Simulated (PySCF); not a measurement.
**C$_{6}$H$_{5}$N$_{3}$, SMILES `c1ccc2[nH]nnc2c1`: what the electrons do**

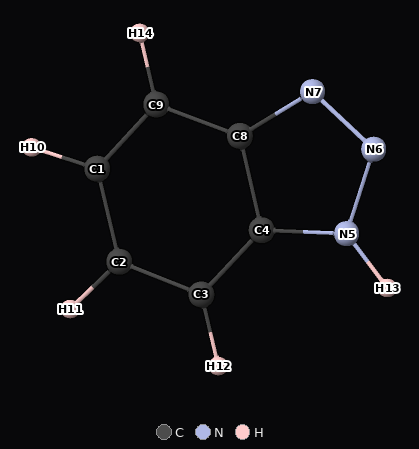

The molecule, with its atoms numbered as below. No frequency check shows the geometry to be a minimum.

Cartesian coordinates (Å):

```
C1       2.0933   -0.6789    0.0000
C2       2.0709    0.7235    0.0000
C3       0.8927    1.4352    0.0000
C4      -0.2799    0.6904    0.0000
N5      -1.6068    0.9912    0.0000
N6      -2.3283   -0.1409    0.0000
N7      -1.5670   -1.1481    0.0000
C8      -0.2684   -0.7278    0.0000
C9       0.9390   -1.4253    0.0000
H10      3.0508   -1.1780    0.0000
H11      3.0095    1.2574    0.0000
H12      0.8771    2.5143    0.0000
H13     -2.0574    1.8916    0.0000
H14      0.9497   -2.5028    0.0000
```

## 1. Bonding charge

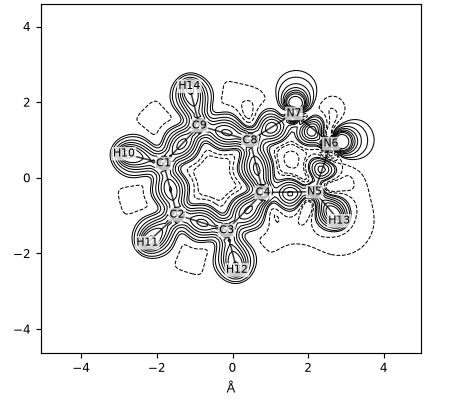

Deformation density (molecule less spherical, spin-averaged free atoms) in the molecular plane; contours at ±0.05 to ±0.8 e/Å³; solid lines: gain, dashed lines: loss.

Method: PBE0/6-31+G*; geometry: GFN2-xTB; program: PySCF.

Question: Describe the bonding that the map shows.

Answer: The five largest and four smallest: N5–H13: +0.78 e/Å³ at the bond critical point (bond length 1.01 Å). C9–H14: +0.70 e/Å³ at the bond critical point (bond length 1.08 Å). C2–H11: +0.69 e/Å³ at the bond critical point (bond length 1.08 Å). C1–H10: +0.69 e/Å³ at the bond critical point (bond length 1.08 Å). C3–H12: +0.68 e/Å³ at the bond critical point (bond length 1.08 Å). N6–N7: +0.58 e/Å³ at the bond critical point (bond length 1.26 Å). N7–C8: +0.51 e/Å³ at the bond critical point (bond length 1.36 Å). N5–N6: +0.41 e/Å³ at the bond critical point (bond length 1.34 Å). C4–N5: +0.34 e/Å³ at the bond critical point (bond length 1.36 Å). In all, 3.4 electrons gather in the regions of gain relative to the promolecule.

Question: Where do the Hirshfeld charges lie?

Answer: The highest Hirshfeld charge is on H13 (+0.17 e), the lowest on N7 (−0.14 e).

## 2. Bond critical points

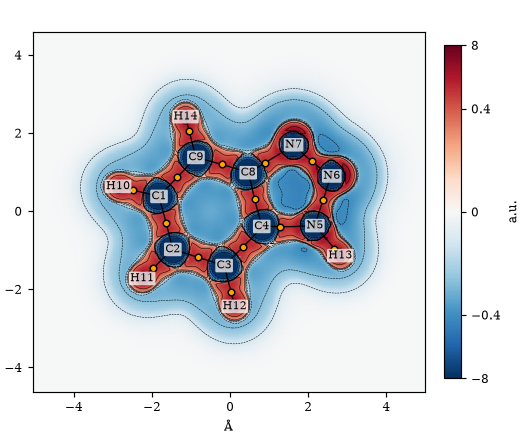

Negative Laplacian of the density (−∇²ρ) in the molecular plane (red positive, blue negative, colour scale in a.u., logarithmic beyond ±0.04), with bond paths and bond critical points (dots).

Question: At which bond critical points in this plane is charge locally concentrated, and at which depleted?

Answer: Concentrated (∇²ρ < 0): N6–N7 (−1.08 a.u.); N5–N6 (−0.74 a.u.); N5–H13 (−1.72 a.u.); N7–C8 (−1.05 a.u.); C1–C9 (−0.90 a.u.); C2–C3 (−0.89 a.u.); C4–N5 (−0.60 a.u.); C8–C9 (−0.87 a.u.); C3–C4 (−0.87 a.u.); C1–C2 (−0.84 a.u.); C4–C8 (−0.82 a.u.); C9–H14 (−1.02 a.u.); C2–H11 (−1.01 a.u.); C1–H10 (−1.00 a.u.); C3–H12 (−0.99 a.u.). At none is it depleted.

Question: Where along N5–H13 does the critical point lie?

Answer: 0.77 Å from N5 and 0.24 Å from H13.

## 3. Local ionisation energy

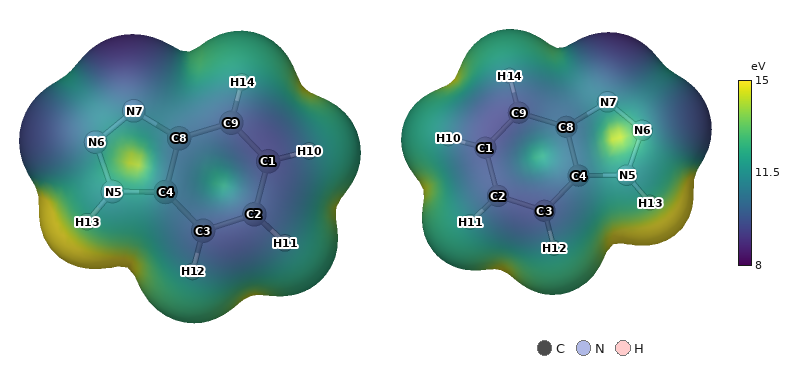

Average local ionisation energy on the surface of electron density 0.001 a.u. (back view left, front view right).

Question: Locate the minima of the map.

Answer: The lowest value is 8.8 eV, 2.0 Å from N7. Further minima include 9.4 eV, off the C1–C9 bond (2.1 Å from its atoms), and at like points elsewhere; 9.5 eV, 2.0 Å from N6. For comparison, the highest occupied orbital lies at −7.1 eV.

## 4. Excited states

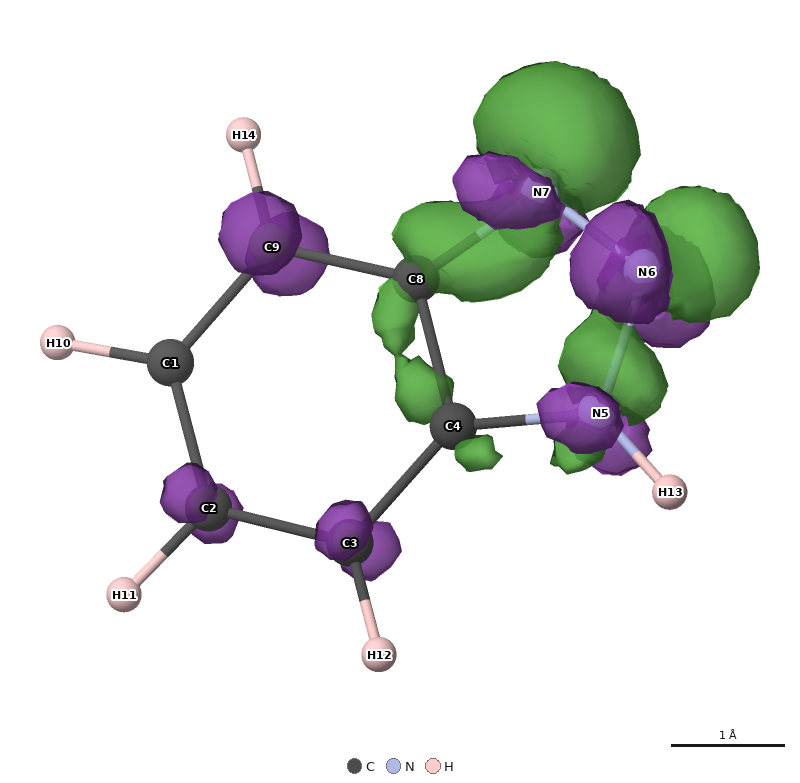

Unrelaxed difference density of S₁ less the ground state (TDA singlet states), ±0.05 e/Å³; purple: gain, green: loss.

Level of theory: M06-2X/cc-pVDZ (PySCF), at a geometry from GFN2-xTB. Without diffuse functions Rydberg states are missing, so the states' numbers hold for this basis only.

Question: How does the charge move on excitation?

Answer: 0.71 e is displaced in all, of which about 0.3 e passes between atoms: N7 (0.26 e) and C8 (0.05 e) lose electrons and C9 (0.08 e) and C2 (0.06 e) gain them. The state: 5.23 eV (237 nm), f = 0.009, n → π*; the leading pair carries 99 %; hole on N7 (46 %), N6 (26 %) and C8 (10 %), electron on N6 (31 %), N7 (20 %) and N5 (10 %); their centroids lie 1.0 Å apart.

## 5. In an electric field

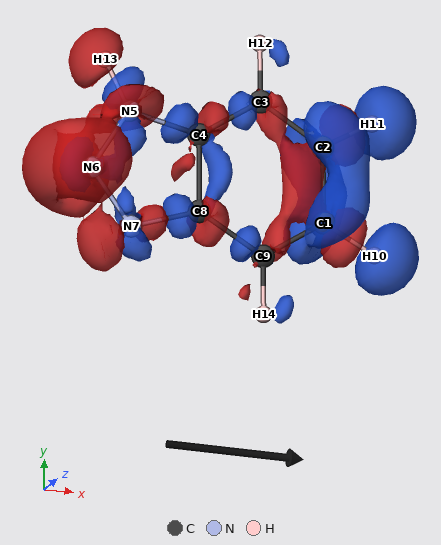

Change of the electron density in a uniform field of 0.51 V/Å along +x (arrow), surfaces at ±0.006 e/Å³ (red: gain, blue: loss).

Method: B3LYP/def2-SVP; geometry: GFN2-xTB; program: PySCF. A basis without diffuse functions makes polarisabilities too small.

The field was applied in both directions; the picture shows the one opposite to the script's first.

Question: What dipole is induced, and what polarisability does it imply?

Answer: The induced dipole is 2.65 D (along the field); α along this axis, from the fields in both directions, is 105 bohr³ (15.5 Å³).

## 6. Magnetic shielding

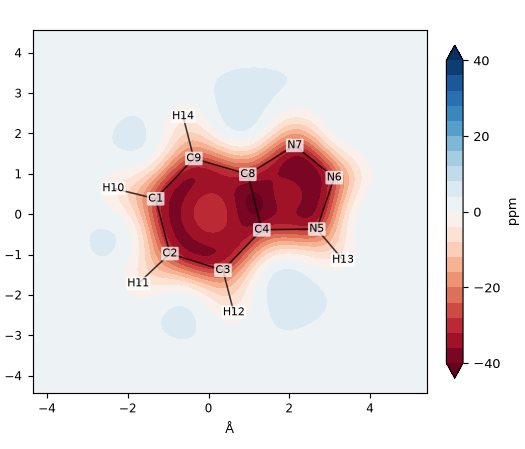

NICSzz (the component normal to the ring) 1.0 Å above the plane of the 6-membered ring C1/C2/C3/C4/C8/C9; GIAO shieldings; atoms are projected onto the map; negative values mean shielding.

Computed with PySCF, BP86/6-31G*, geometry: GFN2-xTB.

Question: Is the ring aromatic by this magnetic criterion?

Answer: It is strongly diatropic (aromatic): NICS(0) = −10.7, NICS(1) = −11.7, NICS(1)zz = −29.4 ppm. The 5-membered ring C4/N5/N6/N7/C8 is strongly diatropic (aromatic): NICS(0) = −13.4, NICS(1) = −13.6, NICS(1)zz = −34.2 ppm.

## 7. The π system

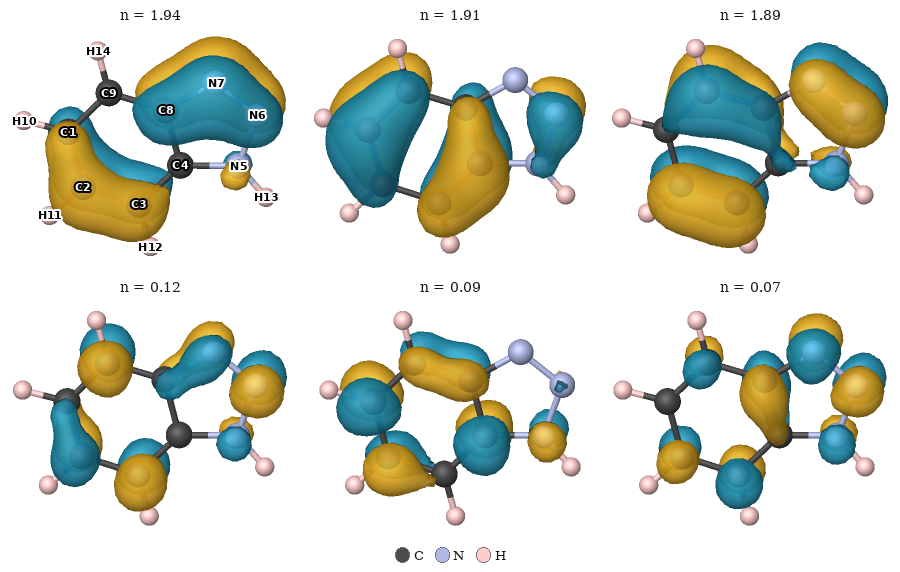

Natural orbitals of the π active space, CASSCF(10,9), singlet state, in order of falling occupation. Only those nearest the frontier are drawn.

Level of theory: 6-31G* basis (PySCF), at a geometry from GFN2-xTB.

Question: How multiconfigurational is the state?

Answer: The leading determinant weighs 0.85; the effective number of unpaired electrons, Σ n²(2−n)², is 0.19; the most occupied of the weakly occupied orbitals holds 0.12 e, as in an ordinary closed-shell π system. The active space lowers the energy by 2.94 eV against Hartree–Fock.

Question: Where does the lowest triplet lie relative to the singlet, at this geometry and within this active space?

Answer: 4.02 eV above it by strongly contracted NEVPT2 (+3.71 eV by CASSCF); a small basis tends to put such gaps a few tenths of an eV too high. This is a vertical energy for π states alone; a state that uses lone pairs or σ orbitals may lie lower.

The PySCF runs shown took 30 s, 16 min, 69 s, 62 s and 83 s on 1 thread of Intel(R) Xeon(R) Platinum 8259CL CPU @ 2.50GHz (Skylake/Cascade Lake), on a shared host.
